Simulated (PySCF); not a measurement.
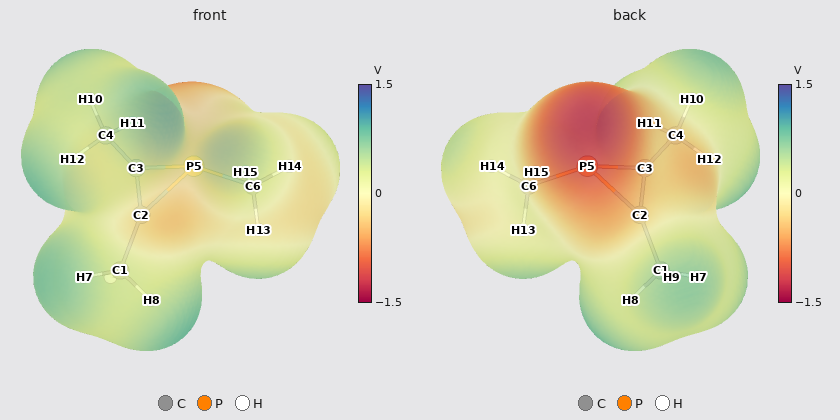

Figure 1: C5H9P (SMILES CC1=C(C)P1C). The electrostatic potential painted on the density surface at 0.002 e/bohr³, seen from the front and from behind; red is negative and blue positive.

Geometry: GFN2-xTB.

These are results of PBE0/pcSseg-1, SCF density, gas phase, non-relativistic (PySCF), not measurements.

Input file:

```
{"job": {"kind": "nmr", "xc": "PBE0", "basis": "pcSseg-1"}, "charge": 0, "multiplicity": 1}
C      2.180198     0.125831    -0.280870
C      0.819256     0.119599     0.276496
C     -0.335731     0.729035     0.371180
C     -1.155520     1.890648    -0.005035
P     -0.331151    -0.828364     1.362142
C     -1.057496    -2.051073     0.129642
H      2.353682     1.039721    -0.848629
H      2.321245    -0.732344    -0.938220
H      2.913890     0.056603     0.521867
H     -1.477161     2.424740     0.888802
H     -2.048008     1.566796    -0.540663
H     -0.584576     2.566770    -0.641422
H     -0.262838    -2.518073    -0.449431
H     -1.588581    -2.826430     0.678090
H     -1.751622    -1.555468    -0.545861
```

Launched as:

```sh
OMP_NUM_THREADS=1 python probes_run.py task.json out
```

Q: Describe the electrostatic potential map.

A: The most negative region (about −1.3 V) lies over P5, the most positive (about +0.8 V) over H7, H8, H11 and H12.
